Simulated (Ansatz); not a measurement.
**BBr2Cl (dibromo(chloro)borane) at 5 levels**

We compute a comparison of 5 runs (BHLYP/6-31G*, PBE-QIDH/6-31G*, PBE0/6-31G*, r2SCAN/6-31G*, r2SCAN0/6-31G*) of BBr2Cl (dibromo(chloro)borane). 

The calculation is run with Ansatz 0.2.0.

51 further runs of the same task are left out: 2 that didn't finish, 49 set aside as unsound or not needed.

## 1. The structure to begin with

The species is BBr2Cl (4 atoms), meant as a singlet with charge 0. SMILES: `ClB(Br)Br`. The B2–Br4 distance was set to 4.178 Å, away from the relaxed value. At this shape a bond of the SMILES string is far longer than usual.

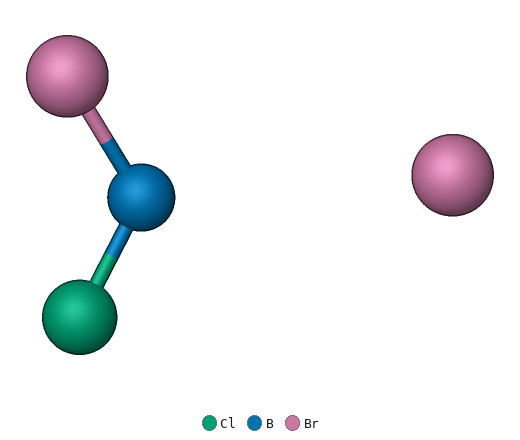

The structure, seen from a chosen angle (chlorine teal, boron blue, bromine pink).

## 2. The energy at BHLYP/6-31G(d) (spherical functions) (run 1)

The input, input.yaml:

```yaml
basis:
  gaussian: {orbitals: 6-31G_st_-spherical.json}
crystal:
  periodic: [false, false, false]
  atoms:
    - {symbol: Cl, position_ang: [1.081362, -2.364120, 2.372705]}
    - {symbol: B, position_ang: [1.279842, -0.758220, 1.754185]}
    - {symbol: Br, position_ang: [2.568152, 0.404550, 2.524805]}
    - {symbol: Br, position_ang: [-1.075360, 0.560270, -1.434250]}
output: {orbitals: {seedname: orbitals}}
total_charge: 0
hamiltonian: {xc: {name: BHLYP}}
accuracy: high
```

The basis set 6-31G* is read from a file made from the Basis Set Exchange's data (not shown).

The run is started by

```
$ ansatz run input.yaml --threads 1 --pin off --max-ram 3480MiB --events-out events.jsonl --progress --plain --runs-dir runs
```

Standard output:

```text
Warning: RAYON_NUM_THREADS=1 ignored (pool sized by the plan → 1); use --threads N
Functional definition: BHLYP
  name "BHLYP"
  parameter a = 0.5
  exchange = (1 - a)*b88_x + a*exact_x
  correlation = lyp_c
1719 factors; integrals over basis functions are off by at most 4.9e-9 eV
mean field evaluation 1: about -153266.8126 eV, gradient 2.6e1 eV
mean field evaluation 2: about -153165.9871 eV, gradient 1.2e2 eV
mean field evaluation 4: about -153263.8175 eV, gradient 3.6e1 eV
mean field evaluation 8: about -153270.8570 eV, gradient 7.3e-1 eV
mean field evaluation 16: about -153271.0249 eV, gradient 2.0e-3 eV
mean field evaluation 32: about -153271.0249 eV, gradient 1.2e-7 eV
mean field -153271.02494343 eV, -5632.6062758390 hartree, gradient 7.5e-8 eV, S^2 0.000000; 4 other end points of the search recorded, 0 dependent functions left out
reference -153271.02497076 eV, -5632.6062768433 hartree; 46, 46 occupied and 50, 50 virtual orbitals, 1719 factors
Total energy: -153271.02497076 eV, -5632.6062768433 hartree
```

It took 16 s on 1 thread of Arm Neoverse V1, shared host; peak memory 0.34 GiB.

## 3. A single-point energy at PBE-QIDH/6-31G(d) (spherical functions) (run 2)

The input, input.yaml:

```yaml
crystal:
  periodic: [false, false, false]
  atoms:
    - {symbol: Cl, position_ang: [1.081362, -2.364120, 2.372705]}
    - {symbol: B, position_ang: [1.279842, -0.758220, 1.754185]}
    - {symbol: Br, position_ang: [2.568152, 0.404550, 2.524805]}
    - {symbol: Br, position_ang: [-1.075360, 0.560270, -1.434250]}
basis:
  gaussian: {orbitals: 6-31G_st_-spherical.json}
hamiltonian: {xc: {name: PBE-QIDH}}
correlation: {frozen_orbitals: {B: 1, Br: 9, Cl: 5}}
accuracy: high
output: {orbitals: {seedname: orbitals}}
```

The basis set 6-31G* is read from a file made from the Basis Set Exchange's data (not shown).

The run is started by

```
$ ansatz run input.yaml --threads 1 --pin off --max-ram 3480MiB --events-out events.jsonl --progress --plain --runs-dir runs
```

Standard output (excerpt; [...] marks lines left out):

```text
Warning: RAYON_NUM_THREADS=1 ignored (pool sized by the plan → 1); use --threads N
Functional definition: PBE-QIDH
  name "PBE-QIDH"
[...]
1719 factors; integrals over basis functions are off by at most 4.9e-9 eV
[...]
mean field -153222.55151468 eV, -5630.8249101890 hartree, gradient 7.2e-8 eV, S^2 0.000000; 4 other end points of the search recorded, 0 dependent functions left out; unrestricted orbitals would lower it
24 core orbitals not correlated: weight in the atoms' cores, before any rotation towards them, 1.000 or more for the frozen orbitals, at most 0.000 for the correlated occupied ones
reference -153222.55151559 eV, -5630.8249102223 hartree; 22, 22 occupied and 50, 50 virtual orbitals, 1719 factors
second order -22.96750371 eV of doubles, -0.00000000 eV of singles
Total energy: -153230.20735016 eV, -5631.1062569534 hartree
```

Run time: 30 s. Hardware: 1 thread of Arm Neoverse V1, shared host; peak memory 0.45 GiB.

Runs 3 to 4 aren't shown in full; the table further down has their settings and results.

## 4. The energy at r2SCAN0/6-31G(d) (spherical functions) (run 5)

The input, run.yaml:

```yaml
crystal:
  periodic: [false, false, false]
  atoms:
    - {symbol: Cl, position_ang: [1.081362, -2.364120, 2.372705]}
    - {symbol: B, position_ang: [1.279842, -0.758220, 1.754185]}
    - {symbol: Br, position_ang: [2.568152, 0.404550, 2.524805]}
    - {symbol: Br, position_ang: [-1.075360, 0.560270, -1.434250]}
basis:
  gaussian: {orbitals: 6-31G_st_-spherical.json}
hamiltonian: {xc: {name: r2SCAN0}}
accuracy: high
output: {orbitals: {seedname: orbitals}}
```

The basis set 6-31G* is read from a file made from the Basis Set Exchange's data (not shown).

The run is started by

```
$ ansatz run run.yaml --threads 1 --pin off --max-ram 3480MiB --events-out events.jsonl --progress --plain --runs-dir runs
```

Standard output:

```text
Warning: RAYON_NUM_THREADS=1 ignored (pool sized by the plan → 1); use --threads N
Functional definition: r2SCAN0
  name "r2SCAN0"
  parameter a = 0.25
  parameter k0 = 0.174
  parameter k1 = 0.065
  parameter a1 = 4.9479
  exchange = (1 - a)*r2scan_x(k0 = k0, k1 = k1, a1 = a1) + a*exact_x
  correlation = r2scan_c
1719 factors; integrals over basis functions are off by at most 4.9e-9 eV
mean field evaluation 1: about -153265.5675 eV, gradient 2.4e1 eV
mean field evaluation 2: about -153048.2265 eV, gradient 1.5e2 eV
mean field evaluation 4: about -153268.1081 eV, gradient 1.1e1 eV
mean field evaluation 8: about -153268.1095 eV, gradient 1.1e1 eV
mean field evaluation 16: about -153269.5904 eV, gradient 3.3e-7 eV
mean field evaluation 32: about -153268.9640 eV, gradient 1.1e1 eV
mean field -153269.59036186 eV, -5632.5535559385 hartree, gradient 2.5e-8 eV, S^2 0.000000; 2 other end points of the search recorded, 0 dependent functions left out
reference -153269.59036235 eV, -5632.5535559566 hartree; 46, 46 occupied and 50, 50 virtual orbitals, 1719 factors
Total energy: -153269.59036235 eV, -5632.5535559566 hartree
```

It took 32 s on 1 thread of Arm Neoverse V1, shared host; peak memory 0.4 GiB.

## 5. All runs side by side

```
run                                  level  frozen core orbitals   energy (Eh)  HOMO energy (eV)  LUMO energy (eV)  HOMO–LUMO gap (eV)  wall time
  1     BHLYP/6-31G* (spherical functions)                     –  -5632.606277             -7.55             -4.95                2.60       16 s
  2  PBE-QIDH/6-31G* (spherical functions)                    24  -5631.106257             -7.95             -4.49                3.46       30 s
  3      PBE0/6-31G* (spherical functions)                     –  -5631.873045             -6.86             -5.50                1.36       14 s
  4    r2SCAN/6-31G* (spherical functions)                     –  -5632.575349                 –                 –                   –       22 s
  5   r2SCAN0/6-31G* (spherical functions)                     –  -5632.553556             -7.03             -5.60                1.42       32 s
```

## 6. Outcome

| quantity | value |
| --- | --- |
| run 5: total energy | -5632.55356 Eh |
| run 5: HOMO energy | -7.03 eV |
| run 5: LUMO energy | -5.60 eV |
| run 5: HOMO–LUMO gap | 1.42 eV |

In words: Over runs 1, 2, 3, 5 the HOMO–LUMO gap runs from 1.36 eV (PBE0/6-31G*) to 3.46 eV (PBE-QIDH/6-31G*). A double hybrid's value is that of its SCF part. Totals of different functionals can't be ranked against each other. In run 2 the log says that unrestricted orbitals would lower the reference, so the values rest on an unstable closed-shell determinant (other closed-shell runs at this shape may share the fault). All runs together took 1.9 min, the longest 32 s.
